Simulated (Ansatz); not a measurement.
# (YN)2(CdO)2 [001] superlattice, started as rocksalt type: phonons and vibrational spectra, part 2 of 2

The cell of (YN)2(CdO)2 [001] superlattice, started as rocksalt type is at rest. What are its phonons?

Ansatz 0.2.0; DFT PBEsol, scalar-relativistic, plane waves, PAW.

So far: The structure; Modes at Γ.

The structure was built from a prototype and need not be the compound's stable phase.

## (2) Modes at Γ (continued)

Activity x (w_L - w)^4 (n + 1)/w, 532 nm, 300 K; the log calls the Raman tensors unconverged in the k mesh, so the heights are rough; the tensors are static ones, while 532 nm light lies above the computed direct gap, where resonance would change the heights; modes without the macroscopic field alone. Lines of the Raman spectrum (strongest = 100):

```csv
position (cm⁻¹),label,relative intensity
86,Eg,0.3
92,Eu,0.0
137,Eg,2.5
170,A1g,16
179,Eu,0.0
187,A2u,0.0
212,A1g,0.9
236,Eg,25
270,Eu,0.0
288,Eg,29
354,A2u,0.0
484,A1g,29
536,A1g,100
538,A2u,0.0
```

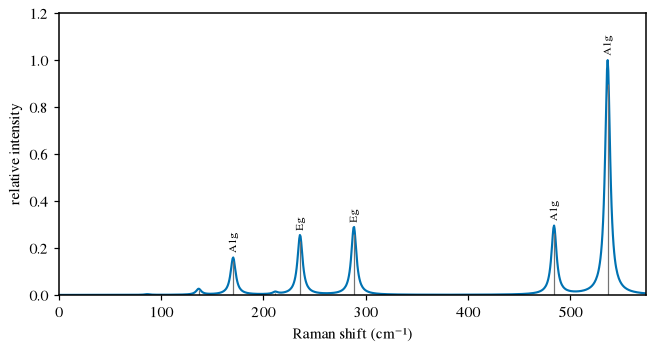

The Raman spectrum, broadened with Lorentzians of width 6 cm⁻¹; bars mark the lines.

Before it was imposed, the acoustic sum rule was missed by 2.6e-4 eV/Å² and the charge sum rule by 0.018 e. Small misses are needed for a sound result but don't prove that mesh and cutoff are converged. The lowest optical mode is real, 86.5 cm⁻¹.

The log warns of the k mesh: “the force constants stand on the 8×8×4 k-mesh, whose period is 10.84 times the interband length at k = (0.0000, 0.0000, 0.0000), direct gap 0.733 eV, under 14: take them and everything formed from them as unconverged”.

## (3) Isotope substitution, element Cd, natural mass 112.414 amu

An isotope changes the mass and not the force constants, so no new electronic calculation is needed; the shifts show which modes move this element.

The same force constants with the mass of Cd changed from 112.414 to 115.905 u (phonopy, no LO-TO term). Both lists are sorted by frequency; levels can cross, so a row need not hold one and the same mode. Modes under 3 cm⁻¹ are left out. Isotope shifts, by row:

```csv
q,rank,natural mass (cm⁻¹),changed mass (cm⁻¹)
0 0 0,4,86.54,85.32
0 0 0,5,86.54,85.32
0 0 0,6,91.47,90.84
0 0 0,7,91.47,90.84
0 0 0,8,136.7,136.6
0 0 0,9,136.7,136.6
0 0 0,10,170.4,167.8
0 0 0,11,179.2,179.1
0 0 0,12,179.2,179.1
0 0 0,13,187.2,185.9
0 0 0,14,211.6,211.6
0 0 0,15,235.8,235.7
0 0 0,16,235.8,235.7
0 0 0,17,269.5,269.4
0 0 0,18,269.5,269.4
0 0 0,19,288.4,288.4
0 0 0,20,288.4,288.4
0 0 0,21,354.5,354.2
0 0 0,22,484,483.9
0 0 0,23,536.4,536.4
0 0 0,24,538.1,538.1
```

A mode of this element alone would shift by -1.52 %. The highest zone-centre frequency without the field goes from 538.1 to 538.1 cm⁻¹ (-0.0 %). The product of the frequency ratios over all optical modes at Γ is 0.933; the product rule, (m/m′)^(3k/2) (M′/M)^(3/2) with k = 2 such atoms and M the mass of the cell, gives 0.933.

## (4) Another isotope, element N, natural mass 14.007 amu

The same for N, from 14.01 to 15.00 u.

The same force constants with the mass of N changed from 14.007 to 15.000 u (phonopy, no LO-TO term). Both lists are sorted by frequency; levels can cross, so a row need not hold one and the same mode. Modes under 3 cm⁻¹ are left out. Isotope shifts, by row:

```csv
q,rank,natural mass (cm⁻¹),changed mass (cm⁻¹)
0 0 0,4,86.54,86.53
0 0 0,5,86.54,86.53
0 0 0,6,91.47,91.38
0 0 0,7,91.47,91.38
0 0 0,8,136.7,136.7
0 0 0,9,136.7,136.7
0 0 0,10,170.4,170.3
0 0 0,11,179.2,178.3
0 0 0,12,179.2,178.3
0 0 0,13,187.2,187
0 0 0,14,211.6,211.4
0 0 0,15,235.8,231.9
0 0 0,16,235.8,231.9
0 0 0,17,269.5,262.6
0 0 0,18,269.5,262.6
0 0 0,19,288.4,283.4
0 0 0,20,288.4,283.4
0 0 0,21,354.5,351
0 0 0,22,484,478.8
0 0 0,23,536.4,524.6
0 0 0,24,538.1,526.9
```

A mode of this element alone would shift by -3.37 %. The highest zone-centre frequency without the field goes from 538.1 to 526.9 cm⁻¹ (-2.1 %). The product of the frequency ratios over all optical modes at Γ is 0.819; the product rule, (m/m′)^(3k/2) (M′/M)^(3/2) with k = 2 such atoms and M the mass of the cell, gives 0.819.

## (5) Isotope substitution, element O, natural mass 15.999 amu

The same for O, from 16.00 to 18.00 u.

The same force constants with the mass of O changed from 15.999 to 17.999 u (phonopy, no LO-TO term). Both lists are sorted by frequency; levels can cross, so a row need not hold one and the same mode. Modes under 3 cm⁻¹ are left out. Isotope shifts, by row:

```csv
q,rank,natural mass (cm⁻¹),changed mass (cm⁻¹)
0 0 0,4,86.54,86.43
0 0 0,5,86.54,86.43
0 0 0,6,91.47,91.45
0 0 0,7,91.47,91.45
0 0 0,8,136.7,136.7
0 0 0,9,136.7,136.7
0 0 0,10,170.4,170.3
0 0 0,11,179.2,171.5
0 0 0,12,179.2,171.5
0 0 0,13,187.2,187.2
0 0 0,14,211.6,211.1
0 0 0,15,235.8,227.5
0 0 0,16,235.8,227.5
0 0 0,17,269.5,266.7
0 0 0,18,269.5,266.7
0 0 0,19,288.4,282.1
0 0 0,20,288.4,282.1
0 0 0,21,354.5,341.8
0 0 0,22,484,461.6
0 0 0,23,536.4,528.7
0 0 0,24,538.1,531.5
```

A mode of this element alone would shift by -5.72 %. The highest zone-centre frequency without the field goes from 538.1 to 531.5 cm⁻¹ (-1.2 %). The product of the frequency ratios over all optical modes at Γ is 0.711; the product rule, (m/m′)^(3k/2) (M′/M)^(3/2) with k = 2 such atoms and M the mass of the cell, gives 0.711.

## (6) Summary of results

```json
{"space group (within 0.01 Å)": "P4/nmm", "volume per atom": "13.6 Å³", "gap on the k-mesh": "0.711 eV", "highest optical mode at the zone centre (no LO-TO term)": "538 cm⁻¹", "top of the zone-centre spectrum with the field": "578 cm⁻¹", "lowest optical zone-centre mode": "86.5 cm⁻¹", "mean high-frequency dielectric constant": "7.70", "mean static dielectric constant": "38.7", "largest Born charge (third of the trace)": "3.96 e", "imaginary modes at Γ (the only wavevector solved)": "none"}
```

In words: The structure is stable against zone-centre distortions, since no mode there is imaginary; runs at other wavevectors are not part of this account. Without the field, the optical modes at Γ span 87 to 538 cm⁻¹. The dispersion is not part of this account. With the macroscopic field of the longitudinal modes the top of the zone-centre spectrum lies at 578 cm⁻¹, against 538 cm⁻¹ without it. Lattice motion raises the mean dielectric constant from 7.702 to 38.66. The strongest infrared line is at 179 cm⁻¹. Averaged over orientations, the strongest Raman line at 532 nm and 300 K is at 536 cm⁻¹. The tensors are the static, non-resonant ones, while 532 nm light (2.33 eV) lies above the computed gap. With the field response the log warns that the k mesh is coarse for the force constants too, so the frequencies may not be converged. In this run the field response is not settled by the k meshes in reach, so its dielectric tensor, Born charges and longitudinal modes are rough. The program warns that the Raman tensors are not converged in the k mesh, so the intensities are rough. The starting cell was built on a prototype and not taken from a measurement, so the phase need not exist. These are harmonic frequencies at zero temperature: anharmonic shifts, linewidths and thermal expansion are left out.

[Logs are printed without paths, hosts, clocks, repeated set-up lines and the standing remarks that a program may print on its own settings, such as how far it seeks lower states.]

[Hosts, paths, dates, database ids (printed as entryN), source tags and the programs' standing remarks are cut or masked in the printed files.]
